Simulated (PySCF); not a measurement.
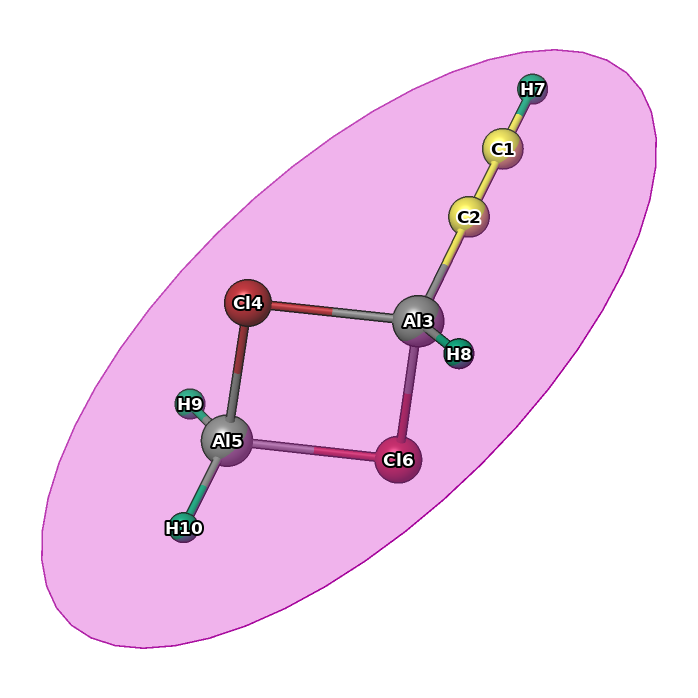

A disc through the centre of mass is drawn in. Depth is shown by fading: the farther an atom, the more it takes the colour of the background. The geometry was computed by an optimisation with PBE0-D3(BJ)/def2-SVP. No frequency run is at hand to confirm it as a minimum.

Is the plane of the disc a mirror plane of the structure?

Yes. The reflection leaves C1, C2, Al3, Al5, H7, H8, H9, H10 in place and moves Cl4 ↔ Cl6. The point group is Cs.
